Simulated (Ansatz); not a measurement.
## Nudged elastic band of CH5FOZn

- system: CH5FOZn
- method: RKS PBE0-D4/def2-SVP (Ansatz 0.2.0)

One setting was made poor on purpose. It belongs to a series of runs on one base structure; here: band between the two ends. Figures and captions count atoms from 1; the log counts them from 0 in places.

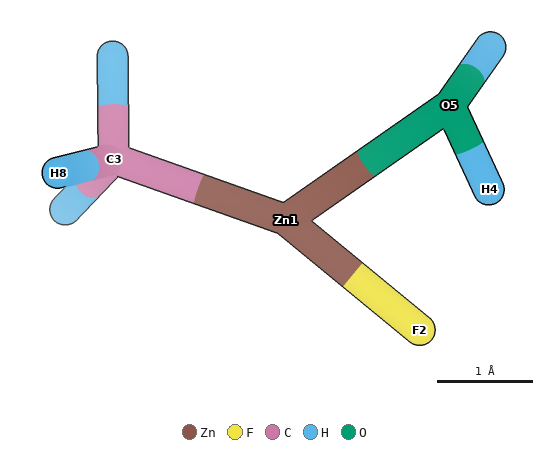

**Figure 1.** The input geometry (stick view, seen at a tilt; atoms are numbered from 1 in the order of the input). Sticks mark near contacts. Bond lengths as drawn: C–H 1.10 Å, C–Zn 1.94 Å, F–Zn 1.83 Å, H–O 0.96 to 0.99 Å and O–Zn 2.19 Å.

The input
```yaml
crystal:
  periodic: [false, false, false]
  atoms:
    - { symbol: Zn, position_ang: [-0.153903, -0.474045, 0.298097] }
    - { symbol: F, position_ang: [-0.848371, -2.137111, 0.006249] }
    - { symbol: C, position_ang: [0.356802, 1.12975, 1.255295] }
    - { symbol: H, position_ang: [-0.361329, -1.652644, -1.559325] }
    - { symbol: O, position_ang: [0.096079, -0.826573, -1.852805] }
    - { symbol: H, position_ang: [-0.338728, 1.336993, 2.082944] }
    - { symbol: H, position_ang: [0.364722, 2.004004, 0.586143] }
    - { symbol: H, position_ang: [1.36638, 1.02609, 1.683283] }
    - { symbol: H, position_ang: [-0.481553, -0.406463, -2.499783] }
basis:
  gaussian: { orbitals: def2-SVP }
hamiltonian:
  xc: pbe0
  dispersion: d4
neb:
  order_check: false
  images: 2
  f_tol: 0.03
  max_iterations: 60
  climbing: true
  final_atoms:
    - { symbol: Zn, position_ang: [-0.04676735, -0.49786802, 0.28989731] }
    - { symbol: F, position_ang: [-0.55093655, -2.22843645, 0.00747035] }
    - { symbol: C, position_ang: [0.37520677, 1.12730414, 1.2556719] }
    - { symbol: H, position_ang: [-0.35246719, -1.63624658, -1.58424696] }
    - { symbol: O, position_ang: [-0.05360835, -0.74441024, -1.88863349] }
    - { symbol: H, position_ang: [-0.50995749, 1.51846427, 1.78115179] }
    - { symbol: H, position_ang: [0.74036185, 1.90917923, 0.57227125] }
    - { symbol: H, position_ang: [1.15624276, 0.94236323, 2.00935988] }
    - { symbol: H, position_ang: [-0.75797546, -0.39034858, -2.44284403] }
  initial_path:
    images:
      - { positions_ang: [[-0.153903, -0.474045, 0.298097], [-0.848371, -2.137111, 0.006249], [0.356802, 1.12975, 1.255295], [-0.361329, -1.652644, -1.559325], [0.096079, -0.826573, -1.852805], [-0.338728, 1.336993, 2.082944], [0.364722, 2.004004, 0.586143], [1.36638, 1.02609, 1.683283], [-0.481553, -0.406463, -2.499783]] }
      - { positions_ang: [[-0.21901033, -0.16767172, 0.0644128], [-0.69807758, -2.11663361, -0.09518319], [0.36619656, 1.19627772, 1.33058381], [-0.322245, -1.7277866, -1.35749867], [0.02667716, -0.83363318, -2.00004609], [-0.36208417, 1.33919043, 2.12440965], [0.5215721, 2.13785292, 0.83565727], [1.30224728, 0.88298174, 1.7646059], [-0.61517701, -0.71057672, -2.66684347]] }
      - { positions_ang: [[-0.18329845, -0.17561272, 0.06167957], [-0.59893277, -2.14707542, -0.09477607], [0.37233148, 1.19546243, 1.33070944], [-0.31929106, -1.7223208, -1.365806], [-0.02321863, -0.80624559, -2.01198892], [-0.41916067, 1.39968086, 2.02381225], [0.64678539, 2.10624467, 0.83103335], [1.23220154, 0.85507282, 1.87329819], [-0.70731783, -0.70520524, -2.64786381]] }
      - { positions_ang: [[-0.04676735, -0.49786802, 0.28989731], [-0.55093655, -2.22843645, 0.00747035], [0.37520677, 1.12730414, 1.2556719], [-0.35246719, -1.63624658, -1.58424696], [-0.05360835, -0.74441024, -1.88863349], [-0.50995749, 1.51846427, 1.78115179], [0.74036185, 1.90917923, 0.57227125], [1.15624276, 0.94236323, 2.00935988], [-0.75797546, -0.39034858, -2.44284403]] }
```

Machine: 2 threads of Intel Xeon (Sapphire Rapids), 16 GiB of memory available, shared host.

Command:
```bash
ansatz run input.yaml --threads 2 --pin off --max-ram 3072MiB --backend cpu --events-out ev --progress --plain --runs-dir out
```

Log
```
Engine: ansatz 0.2.0, x86_64-unknown-linux-gnu
Functional definition: PBE0
  parameter a = 0.25
  parameter kappa = 0.804
  parameter beta = 0.06672455060314922
  exchange = (1 - a)*pbe_x(kappa = kappa, mu = beta*pi^2/3) + a*exact_x
  correlation = pbe_c(beta = beta)
1035 factors; integrals over basis functions are off by at most 4.0e-4 eV
mean field evaluation 1: about -54269.3103 eV, gradient 7.3e1 eV
mean field evaluation 2: about -54261.4512 eV, gradient 9.8e1 eV
mean field evaluation 4: about -54279.0690 eV, gradient 3.6e0 eV
mean field evaluation 8: about -54279.1701 eV, gradient 3.6e-1 eV
mean field evaluation 16: about -54279.1703 eV, gradient 7.8e-5 eV
mean field -54279.17029006 eV, -1994.7227164165 hartree, gradient 7.8e-5 eV, S^2 0.000000; 0 other end points of the search recorded, 0 dependent functions left out
the calculation of the forces begins
reference -54279.17032527 eV, -1994.7227177107 hartree; 29, 29 occupied and 69, 69 virtual orbitals, 1035 factors
1035 factors; integrals over basis functions are off by at most 4.4e-4 eV
mean field evaluation 32: about -54279.1701 eV, gradient 7.9e-5 eV
mean field -54279.17005144 eV, -1994.7227076475 hartree, gradient 7.9e-5 eV, S^2 0.000000; 0 other end points of the search recorded, 0 dependent functions left out
[... from here on the field's lines of each further geometry are left out, up to the last ...]
NEB iter   1: max|band force component| = 3.305e0 eV/Å  barrier→ = 0.4753 eV  barrier← = 0.4750 eV  Δτ_max = 0.1946 Å  (102 SCF iters)
NEB iter   2: max|band force component| = 1.016e0 eV/Å  barrier→ = 0.2101 eV  barrier← = 0.2099 eV  Δτ_max = 0.1632 Å  (58 SCF iters)
NEB iter   3: max|band force component| = 6.452e-1 eV/Å  barrier→ = 0.1501 eV  barrier← = 0.1498 eV  Δτ_max = 0.0465 Å  (56 SCF iters)
NEB iter   4: max|band force component| = 5.379e-1 eV/Å  barrier→ = 0.1037 eV  barrier← = 0.1034 eV  Δτ_max = 0.1770 Å  (60 SCF iters)
NEB iter   5: max|band force component| = 4.964e-1 eV/Å  barrier→ = 0.0426 eV  barrier← = 0.0423 eV  CI = image 2  Δτ_max = 0.0984 Å  (57 SCF iters)
NEB iter   6: max|band force component| = 3.731e-1 eV/Å  barrier→ = 0.0141 eV  barrier← = 0.0138 eV  CI = image 1  Δτ_max = 0.0901 Å  (59 SCF iters)
NEB iter   7: max|band force component| = 4.069e-1 eV/Å  barrier→ = 0.0039 eV  barrier← = 0.0036 eV  CI = image 2  Δτ_max = 0.0289 Å  (59 SCF iters)
NEB iter   8: max|band force component| = 6.803e-2 eV/Å  barrier→ = 0.0019 eV  barrier← = 0.0016 eV  CI = image 2  Δτ_max = 0.0251 Å  (60 SCF iters)
NEB iter   9: max|band force component| = 4.034e-2 eV/Å  barrier→ = 0.0013 eV  barrier← = 0.0010 eV  CI = image 2  Δτ_max = 0.0618 Å  (61 SCF iters)
NEB iter  10: max|band force component| = 9.654e-2 eV/Å  barrier→ = 0.0010 eV  barrier← = 0.0007 eV  CI = image 2  Δτ_max = 0.0275 Å  (59 SCF iters)
NEB iter  11: max|band force component| = 4.828e-2 eV/Å  barrier→ = 0.0009 eV  barrier← = 0.0006 eV  CI = image 2  Δτ_max = 0.0309 Å  (60 SCF iters)
the calculation of the forces begins
reference -54279.16987244 eV, -1994.7227010695 hartree; 29, 29 occupied and 69, 69 virtual orbitals, 1035 factors
1035 factors; integrals over basis functions are off by at most 4.4e-4 eV
mean field -54279.16981633 eV, -1994.7226990073 hartree, gradient 1.7e-5 eV, S^2 0.000000; 1 other end points of the search recorded, 0 dependent functions left out
the calculation of the forces begins
reference -54279.16985154 eV, -1994.7227003015 hartree; 29, 29 occupied and 69, 69 virtual orbitals, 1035 factors
NEB iter  12: max|band force component| = 2.365e-2 eV/Å  barrier→ = 0.0005 eV  barrier← = 0.0002 eV  CI = image 2  Δτ_max = 0.0000 Å  (113 SCF iters)
```

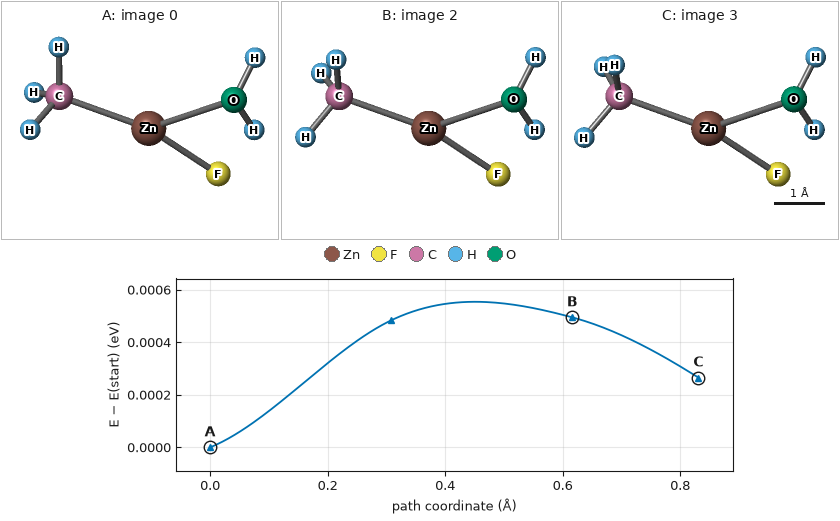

**Figure 2.** Images of the last band (counted from 0; ball-and-stick, seen at an oblique angle) above the energy along the path; the line is a cubic interpolation that uses the forces. The highest image is number 2, 0.000 eV above the start and 0.000 eV above the end (the climbing image); start and end have the same energy. The path is 0.83 Å long. The band converged in 12 iterations.

```
Total energy: -54279.26706935 eV, -1994.7262729899 hartree
Atom 0 at    -0.063445    -0.495155     0.290062 Å, force     0.005971    -0.005452     0.007950 eV/Å
Atom 1 at    -0.577260    -2.223436     0.002220 Å, force    -0.004545     0.005696     0.003010 eV/Å
Atom 2 at     0.358616     1.127010     1.260799 Å, force     0.006272    -0.006718    -0.011015 eV/Å
Atom 3 at    -0.340087    -1.637426    -1.587144 Å, force     0.014676     0.018021     0.000942 eV/Å
Atom 4 at    -0.019173    -0.750661    -1.885176 Å, force    -0.003563    -0.023443     0.001374 eV/Å
Atom 5 at    -0.488931     1.451245     1.884080 Å, force    -0.005828     0.001311     0.003959 eV/Å
Atom 6 at     0.609418     1.946375     0.569632 Å, force    -0.001043     0.000159     0.001957 eV/Å
Atom 7 at     1.221673     0.968937     1.926298 Å, force    -0.002427     0.001342     0.000917 eV/Å
Atom 8 at    -0.700712    -0.386889    -2.460673 Å, force    -0.009513     0.009085    -0.009094 eV/Å
Dipole moment:    -0.172830     0.350523    -0.346994 e Å
this run last wrote the band of iteration 12 to [file]
```

The last band as extended XYZ (Å, eV, eV/Å)
```
9
Properties=species:S:1:pos:R:3:forces:R:3 image=0 energy=-54279.26753
Zn   -0.1539   -0.4740    0.2981    0.0063  -0.0041   0.0121
F    -0.8484   -2.1371    0.0062    0.0043   0.0147  -0.0067
C     0.3568    1.1298    1.2553   -0.0003   0.0021   0.0015
H    -0.3613   -1.6526   -1.5593    0.0040  -0.0069  -0.0111
O     0.0961   -0.8266   -1.8528   -0.0133  -0.0057   0.0122
H    -0.3387    1.3370    2.0829   -0.0008   0.0013   0.0004
H     0.3647    2.0040    0.5861   -0.0013   0.0037   0.0011
H     1.3664    1.0261    1.6833   -0.0023  -0.0053  -0.0051
H    -0.4816   -0.4065   -2.4998    0.0034   0.0003  -0.0044
9
Properties=species:S:1:pos:R:3:forces:R:3 image=1 energy=-54279.26705
Zn   -0.1035   -0.4892    0.2992    0.0019  -0.0114  -0.0049
F    -0.7048   -2.1892    0.0137   -0.0024   0.0203  -0.0042
C     0.3609    1.1284    1.2577   -0.0048  -0.0110  -0.0041
H    -0.3640   -1.6433   -1.5758    0.0236   0.0133  -0.0019
O     0.0304   -0.7859   -1.8707   -0.0152  -0.0228   0.0158
H    -0.4161    1.3921    1.9917    0.0004   0.0018   0.0021
H     0.4835    1.9766    0.5670   -0.0005   0.0044  -0.0022
H     1.3079    0.9987    1.8043    0.0032   0.0008   0.0032
H    -0.5942   -0.3882   -2.4871   -0.0063   0.0046  -0.0037
9
Properties=species:S:1:pos:R:3:forces:R:3 image=2 energy=-54279.26703
Zn   -0.0634   -0.4952    0.2901    0.0060  -0.0055   0.0080
F    -0.5773   -2.2234    0.0022   -0.0045   0.0057   0.0030
C     0.3586    1.1270    1.2608    0.0063  -0.0067  -0.0110
H    -0.3401   -1.6374   -1.5871    0.0147   0.0180   0.0009
O    -0.0192   -0.7507   -1.8852   -0.0036  -0.0234   0.0014
H    -0.4889    1.4512    1.8841   -0.0058   0.0013   0.0040
H     0.6094    1.9464    0.5696   -0.0010   0.0002   0.0020
H     1.2217    0.9689    1.9263   -0.0024   0.0013   0.0009
H    -0.7007   -0.3869   -2.4607   -0.0095   0.0091  -0.0091
9
Properties=species:S:1:pos:R:3:forces:R:3 image=3 energy=-54279.26726
Zn   -0.0468   -0.4979    0.2899    0.0057   0.0204   0.0098
F    -0.5509   -2.2284    0.0075   -0.0038  -0.0180   0.0025
C     0.3752    1.1273    1.2557   -0.0016  -0.0086  -0.0054
H    -0.3525   -1.6362   -1.5842    0.0023   0.0036   0.0015
O    -0.0536   -0.7444   -1.8886   -0.0045  -0.0045  -0.0114
H    -0.5100    1.5185    1.7812   -0.0008   0.0010   0.0009
H     0.7404    1.9092    0.5723    0.0004   0.0005  -0.0021
H     1.1562    0.9424    2.0094   -0.0001   0.0007   0.0030
H    -0.7580   -0.3903   -2.4428    0.0025   0.0049   0.0012
```

Summary

| quantity | value |
| --- | --- |
| outcome | converged |
| barrier, forward | 0.001 eV |
| barrier, backward | 0.000 eV |
| wall time | 48 s (CPU time 92 s) |
| peak memory | 0.23 GiB |

Notes

A deliberately poor setting: few images. The order of the saddle point was not checked.
